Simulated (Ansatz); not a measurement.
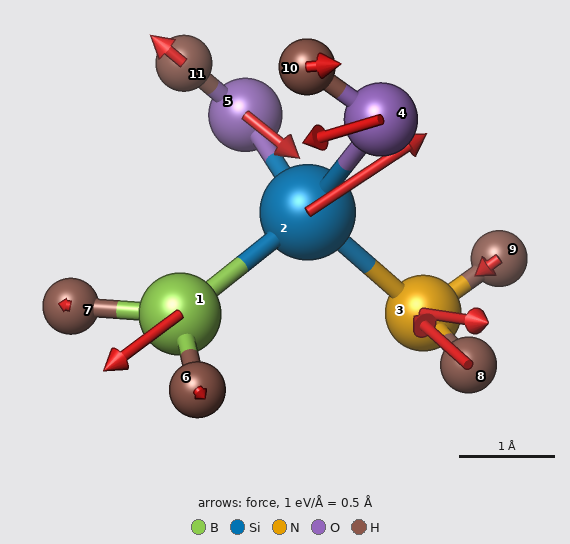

Starting geometry of BSiNH₆O₂ (coarse preliminary run) with the computed forces as red arrows. Style: ball-and-stick. Shown at a tilt.

The start comes from a force field.

All numbers below come from RKS PBE-D4/def2-SVP (Ansatz 0.2.0). (force threshold 0.03 eV/Å; at most 200 steps)

Q: Is this structure relaxed? If not, where do the atoms go?

A: It isn't relaxed: the largest force vector, on Si2, is 3.08 eV/Å. The final displacements have little in common with the starting forces (cosine between the two patterns 0.02). The largest move after the best rigid fit is that of H9, 1.46 Å. By element the largest moves are H 1.46 Å, N 0.82 Å, Si 0.78 Å, O 0.73 Å, B 0.65 Å. Near-neighbour distances that change, for instance: B1–N3 2.960 → 1.654 Å, Si2–N3 1.769 → 1.917 Å, Si2–O4 1.785 → 1.673 Å, N3–H8 1.105 → 1.027 Å. Among the angles between lasting bonds that change: B1–Si2–N3 108.4° → 50.6°, B1–Si2–O4 109.3° → 125.7°, B1–Si2–O5 110.7° → 126.9°. Over 47 accepted moves (57 points after the start) the energy falls by 29.4 kcal/mol. The largest force component goes from 2.3 to 0.0047 eV/Å. The line search rejected the trial steps at points 4, 9, 12, 16, 20, 28, 30, 37 and more of the run. The forces were under the threshold at step 10, but the run went on from there. The run took 49 s on 4 threads of Intel Xeon Platinum 8488C, with other jobs on the host.
